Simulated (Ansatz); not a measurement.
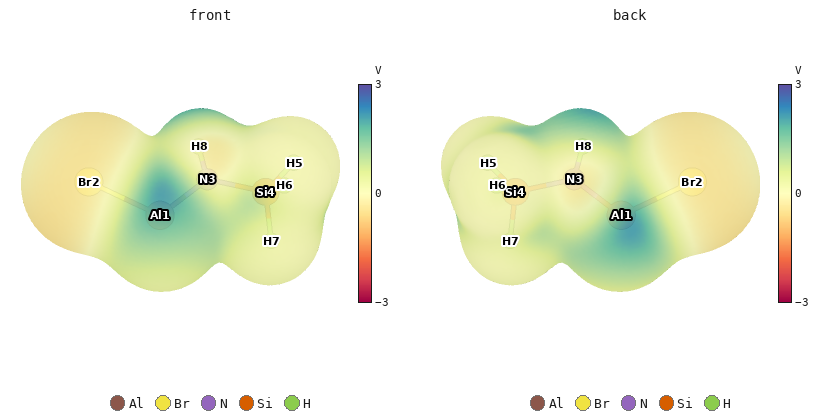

The picture shows: AlBrH4NSi (SMILES [SiH3][NH][Al][Br]) (doublet). The molecular electrostatic potential painted on the density surface at 0.002 e/bohr³, seen from the front and from behind; red is negative and blue positive.

Geometry: B3LYP-D3(BJ)/def2-SVP.

All numbers below come from Ansatz, isolated molecule in a Gaussian basis; Kohn-Sham density functional theory, functional PBE0.

Input

```
crystal:
  periodic: [false, false, false]
  atoms:
    - symbol: Al
      position_ang: [-1.865370, 1.839882, 1.124510]
    - symbol: Br
      position_ang: [-2.004485, 4.078465, 0.639119]
    - symbol: "N"
      position_ang: [-2.038433, 0.713644, -0.263883]
    - symbol: Si
      position_ang: [-1.992209, -1.033946, -0.303999]
    - symbol: H
      position_ang: [-0.886463, -1.550931, -1.165547]
    - symbol: H
      position_ang: [-3.268687, -1.622121, -0.810827]
    - symbol: H
      position_ang: [-1.769692, -1.491984, 1.098054]
    - symbol: H
      position_ang: [-2.186684, 1.164762, -1.169507]
basis:
  gaussian:
    orbitals: def2-TZVPD
magnetization:
  spin_polarized: true
  initial_magnetization: 1
output: {forces: true, orbitals: {seedname: orbitals}}
hamiltonian:
  xc: pbe0
```

Command:

```sh
ansatz run input.yaml --threads 2 --pin off --max-ram 4350MiB --events-out events.jsonl --progress --plain --runs-dir runs
```

Which sites attract a positive test charge, and which a negative one?

Answer. A positive charge is drawn to the negative regions and a negative charge to the positive ones. The most negative region (about −0.5 V) lies over Br2, the most positive (about +2.1 V) over Al1.
